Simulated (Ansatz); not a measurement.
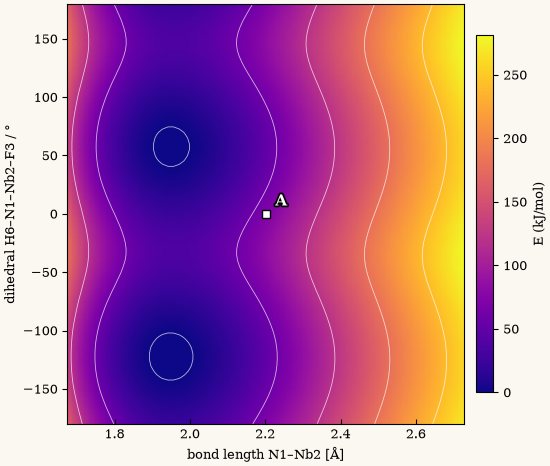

ClFH2NNbS, SMILES [NH2][Nb]([F])(=[S])[Cl]. Coordinates scanned: (1) bond length N1–Nb2; (2) dihedral H6–N1–Nb2–F3. Nothing is relaxed (all other coordinates rigid). The scan uses an 11 × 10 grid. Points are written as (first, second). Energies: kJ/mol, counted from the lowest grid point. Level of theory: RKS PBE-D4/def2-SVP in Ansatz 0.2.0.

Drawn: a smooth colour map with a few white contour lines, the point A. Between grid points the surface is interpolated.

Is A at rest? If not, where is it pushed?

Answer. A, at (2.201 Å, 0°), is not a stationary point. The computed force is 330 kJ/mol for each Å towards smaller values of bond length N1–Nb2 and 0.56 kJ/mol for each degree towards larger values of dihedral H6–N1–Nb2–F3.
